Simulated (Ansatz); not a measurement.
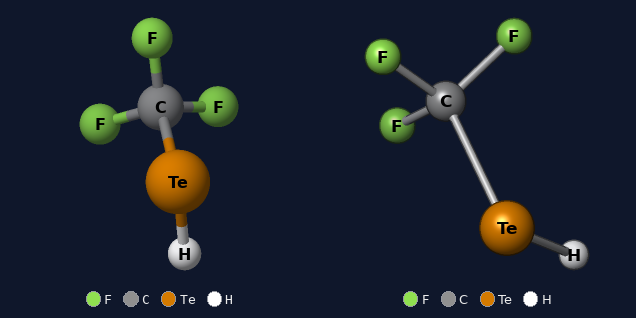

Two views of one molecule.

The geometry was computed by an optimisation with PBE0-D4/def2-TZVP.

**Count the atoms of each element.**

CHF3Te, 6 atoms: 1 carbon, 1 hydrogen, 3 fluorine and 1 tellurium.

**Count the bonded pairs by element.**

3 C–F, 1 C–Te, 1 Te–H.

The parts below concern this one geometry. Atoms keep their numbers from picture to picture.

**Shape**

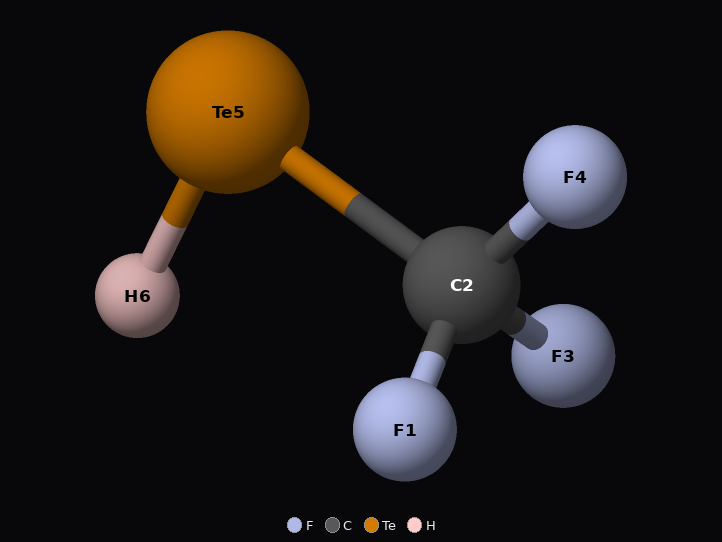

Numbered structure.

**Describe the coordination of atom 2.**

C2 has 4 neighbours (F1 at 1.33, F3 at 1.33, F4 at 1.34, Te5 at 2.17 Å); the arrangement is tetrahedral.

**How are the neighbours of atom 5 arranged?**

Te5 has 2 neighbours (C2 at 2.17, H6 at 1.66 Å); the arrangement is bent.

**Dipole moment**

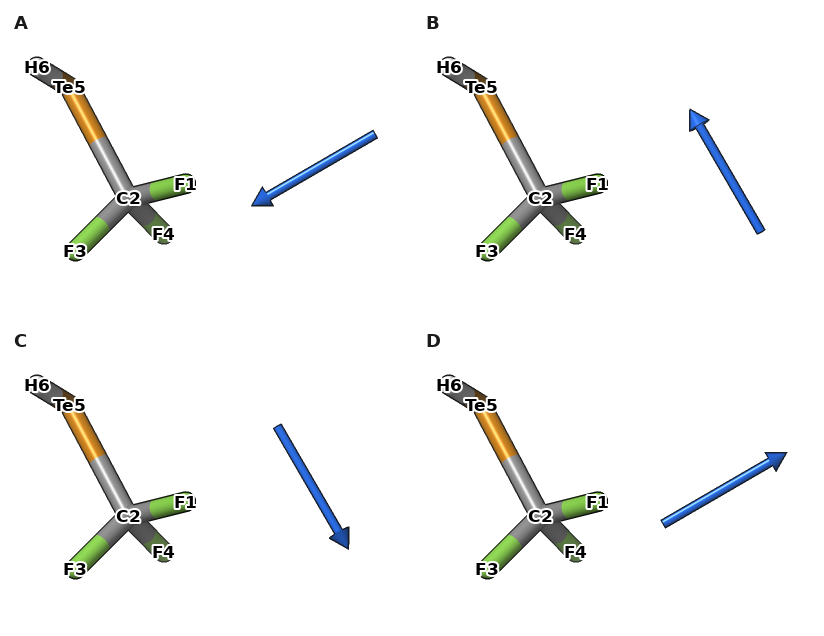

The same molecule four times, each with an arrow. Level of theory: RKS PBE0-D4/def2-TZVP, core potentials on Te (Ansatz 0.2.0).

**Which arrow points along the dipole moment, from the negative to the positive end?**

B. The dipole moment is 1.57 D; it points from the side of F4 to the side of H6 (the outermost atoms at the two ends).

**Vibrations**

Harmonic vibrations computed with RKS PBE0-D4/def2-TZVP, core potentials on Te (Ansatz 0.2.0) at a stationary point of the same level.

**How many vibrational modes are there, and where do they lie?**

12 modes: 127, 227, 252, 277, 523, 529, 654, 746, 1115, 1181, 1182, 2168 cm⁻¹.

**Electronic properties**

Method: RKS B97M-V/def2-TZVPP, core potentials on Te (Ansatz 0.2.0).

**Give the HOMO energy (Kohn–Sham orbital) at this level.**

−6.14 eV.

**Give the HOMO–LUMO gap at this level.**

3.92 eV.

**Thermal motion**

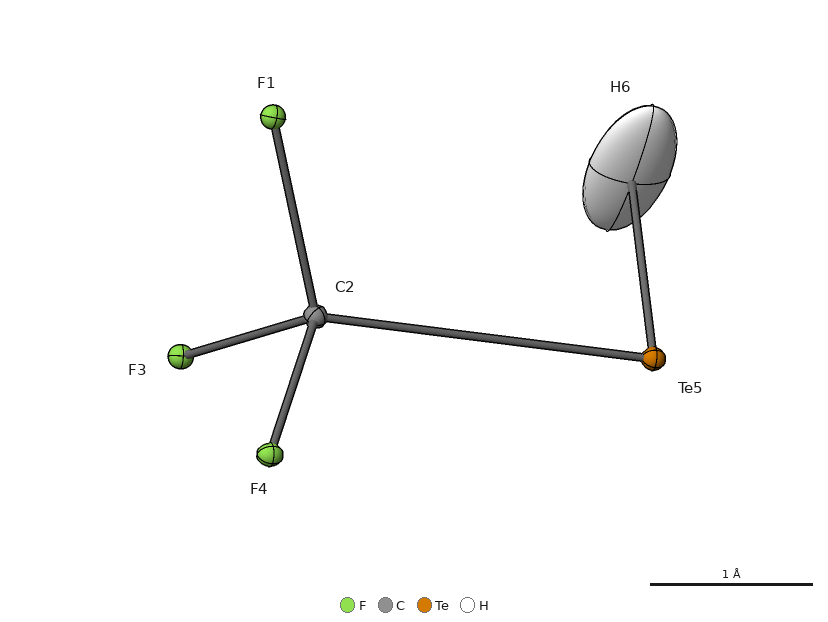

Displacement ellipsoids at the 50 % level, from the internal vibrations of the free molecule (harmonic, no overall translation or rotation; no half-axis is drawn under 0.075 Å). Vibrations computed with RKS PBE0-D4/def2-TZVP, core potentials on Te (Ansatz 0.2.0). Temperature: 0 K (zero-point motion alone).

Give the displacement parameters, one line for each set of equivalent atoms.

```tsv
atom	U_eq (Å²)	rms amplitudes (Å)
F1, F3	0.0015	0.028, 0.030, 0.052
C2	0.0015	0.039, 0.039, 0.039
F4	0.0015	0.028, 0.030, 0.054
Te5	0.00007	0.005, 0.005, 0.013
H6	0.0535	0.088, 0.167, 0.353
```
